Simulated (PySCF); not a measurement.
# One shape, several levels: C4H3F3 (SMILES FCC#CC(F)F)

Aim: a comparison of 3 runs (TPSS/6-31G*, PBE0/def2-SVP, r2SCAN/def2-SVPD) of C4H3F3. The job is set up through a Python script.

Program for the calculation: PySCF 2.14.0.

## 1. The structure to begin with

The species is C4H3F3 (10 atoms), meant as a singlet with charge 0. As SMILES, `FCC#CC(F)F`. The coordinates come from a PBE0-D4/def2-TZVP relaxation.

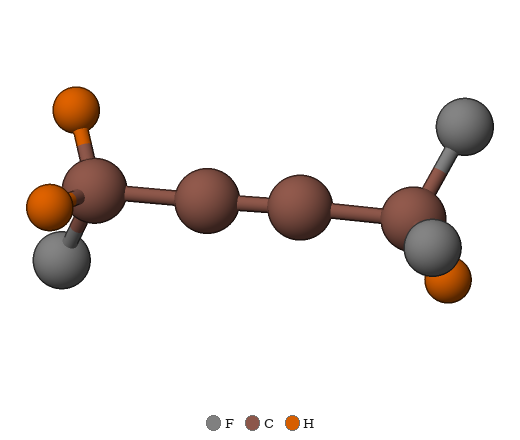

The structure, seen from a chosen angle (fluorine grey, carbon brown, hydrogen orange).

## 2. Energy and gradient at TPSS/6-31G(d) (spherical functions) (run 1)

The input, run.py:

```python
import pyscf.grad
from pyscf import gto, dft

mol = gto.Mole()
mol.atom = '''
F     -2.851600    -0.161900     0.167000
C     -1.841700     0.643100     0.647000
C     -0.542000     0.186100     0.191700
C      0.545800    -0.168100    -0.169000
C      1.836900    -0.648200    -0.641300
F      2.474900     0.312100    -1.354100
F      2.637600    -0.978200     0.401300
H     -1.882200     0.629800     1.740600
H     -2.022700     1.665100     0.300000
H      1.728100    -1.530900    -1.280000
'''
mol.basis = '6-31g*'
mol.max_memory = 1860
mol.verbose = 3
mol.spin = 0
mol.build()

mf = dft.RKS(mol, xc='tpss')
mf.conv_tol = 1e-10
mf.grids.level = 5
mf.kernel()
if not mf.converged:
    mf = mf.newton().run(mf.mo_coeff, mf.mo_occ)

etot = mf.e_tot
print('E(%s) = %.9f' % ('TPSS', etot))
grad = mf.Gradients().kernel()
mf.analyze()
```

The run is started by

```console
OMP_NUM_THREADS=1 python run.py
```

The log of the run:

```text
converged SCF energy = -453.69663292945
[... 23 lines left out ...]
MO #14  energy= -0.524505950731113 occ= 2
[... 17 lines left out ...]
MO #32  energy= 0.133396673815851  occ= 0
[... 17 lines left out ...]
MO #50  energy= 0.804475270180827  occ= 0
[... 17 lines left out ...]
MO #68  energy= 1.45026685868545   occ= 0
[... 17 lines left out ...]
MO #86  energy= 2.02025315847898   occ= 0
[... 17 lines left out ...]
MO #104 energy= 3.53159025032942   occ= 0
[... 11 lines left out ...]
Dipole moment(X, Y, Z, Debye): -0.82232,  0.44719,  0.38385
```

Run time: 2.2 min. Hardware: 1 thread of Intel Xeon at 2.50GHz (Skylake/Cascade Lake), shared host; peak memory 1.1 GiB.

## 3. Energy and forces at PBE0/def2-SVP (run 2)

The input, job.py:

```python
import pyscf.grad
from pyscf import gto, dft

molecule = gto.Mole()
molecule.atom = '''
F     -5.388743    -0.305947     0.315584
C     -3.480309     1.215283     1.222653
C     -1.024232     0.351678     0.362260
C      1.031413    -0.317663    -0.319364
C      3.471238    -1.224920    -1.211881
F      4.676883     0.589784    -2.558878
F      4.984342    -1.848530     0.758347
H     -3.556843     1.190150     3.289257
H     -3.822349     3.146583     0.566918
H      3.265636    -2.892982    -2.418849
'''
molecule.unit = 'bohr'
molecule.charge = 0
molecule.max_memory = 1860
molecule.spin = 0
molecule.verbose = 4
molecule.basis = 'def2-svp'
molecule.build()

mf = dft.RKS(molecule, xc='pbe0')
mf.conv_tol = 1e-10
mf.grids.level = 5
mf.kernel()
if not mf.converged:
    mf = mf.newton().run(mf.mo_coeff, mf.mo_occ)

e_final = mf.e_tot
print('E(%s) = %.9f' % ('PBE0', e_final))
grad = mf.Gradients().kernel()
mf.analyze()
```

The run is started by

```console
OMP_NUM_THREADS=1 python job.py
```

The log of the run:

```text
PySCF version 2.14.0

[... 109 lines left out ...]
MO #8   energy= -1.28090566536486  occ= 2
[... 20 lines left out ...]
MO #29  energy= 0.00375769225855249 occ= 0
[... 20 lines left out ...]
MO #50  energy= 0.652231237658326  occ= 0
[... 20 lines left out ...]
MO #71  energy= 1.5017183964275    occ= 0
[... 20 lines left out ...]
MO #92  energy= 2.59275299587551   occ= 0
[... 20 lines left out ...]
MO #113 energy= 3.84766218356762   occ= 0
[... 126 lines left out ...]
Dipole moment(X, Y, Z, Debye): -0.96470,  0.47803,  0.41698
```

Wall time 99 s (1 thread of Intel Xeon at 2.50GHz (Skylake/Cascade Lake), shared host); peak memory 1.2 GiB.

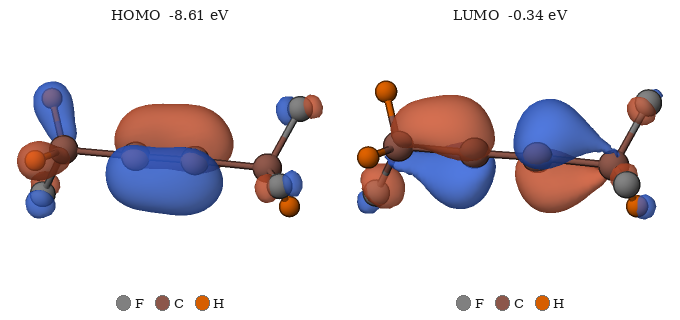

Frontier orbitals of this run, surfaces at ±0.2 Å^-3/2.

## 4. Energy and forces at r2SCAN/def2-SVPD (run 3)

The input, start.xyz:

```xyz
10
C4H3F3
F     -2.851600    -0.161900     0.167000
C     -1.841700     0.643100     0.647000
C     -0.542000     0.186100     0.191700
C      0.545800    -0.168100    -0.169000
C      1.836900    -0.648200    -0.641300
F      2.474900     0.312100    -1.354100
F      2.637600    -0.978200     0.401300
H     -1.882200     0.629800     1.740600
H     -2.022700     1.665100     0.300000
H      1.728100    -1.530900    -1.280000
```

The input, input.py:

```python
import pyscf.grad
from pyscf import gto, dft

mol = gto.M(
    atom='start.xyz',
    max_memory=1860,
    verbose=4,
    basis='def2-svpd',
)

mf = dft.RKS(mol, xc='r2scan')
mf.conv_tol = 1e-10
mf.grids.level = 5
mf.kernel()
if not mf.converged:
    mf = mf.newton().run(mf.mo_coeff, mf.mo_occ)

energy = mf.e_tot
print('Final energy', energy)
grad = mf.Gradients().kernel()
mf.analyze()
```

The run is started by

```console
OMP_NUM_THREADS=1 python input.py
```

The log of the run:

```text
PySCF version 2.14.0

[... 123 lines left out ...]
MO #18  energy= -0.494411185851855 occ= 2
[... 30 lines left out ...]
MO #49  energy= 0.2584658903895    occ= 0
[... 30 lines left out ...]
MO #80  energy= 0.60030501317156   occ= 0
[... 30 lines left out ...]
MO #111 energy= 1.14591922495959   occ= 0
[... 30 lines left out ...]
MO #142 energy= 2.12371636019518   occ= 0
[... 30 lines left out ...]
MO #173 energy= 4.01114591159977   occ= 0
[... 186 lines left out ...]
Dipole moment(X, Y, Z, Debye): -1.01655,  0.49353,  0.43316
```

Run time: 3.6 min. Hardware: 1 thread of Intel Xeon at 2.50GHz (Skylake/Cascade Lake), shared host; peak memory 2.3 GiB.

## 5. Overview of the runs

```csv
run,level,energy (Eh),dipole moment (D),HOMO energy (eV),LUMO energy (eV),wall time
1,TPSS/6-31G* (spherical functions),-453.696633,1.01,-7.00,-0.86,2.2 min
2,PBE0/def2-SVP,-452.856013,1.15,-8.61,-0.34,99 s
3,r2SCAN/def2-SVPD,-453.132246,1.21,-7.73,-1.45,3.6 min
```

## 6. Outcome

| quantity | value |
| --- | --- |
| run 3: total energy | -453.13225 Eh |
| run 3: dipole moment | 1.21 D |
| run 3: HOMO energy | -7.73 eV |
| run 3: LUMO energy | -1.45 eV |
| run 3: HOMO–LUMO gap | 6.28 eV |
| run 3: largest force on an atom | 1.407 eV/Å |

In words: The dipole moment (its size) runs from 1.01 D (TPSS/6-31G*) to 1.21 D (r2SCAN/def2-SVPD). The two ends differ in method and basis. The HOMO–LUMO gap runs from 6.14 eV (TPSS/6-31G*) to 8.27 eV (PBE0/def2-SVP). Totals of different functionals can't be ranked against each other. All runs together took 7.5 min, the longest 3.6 min.
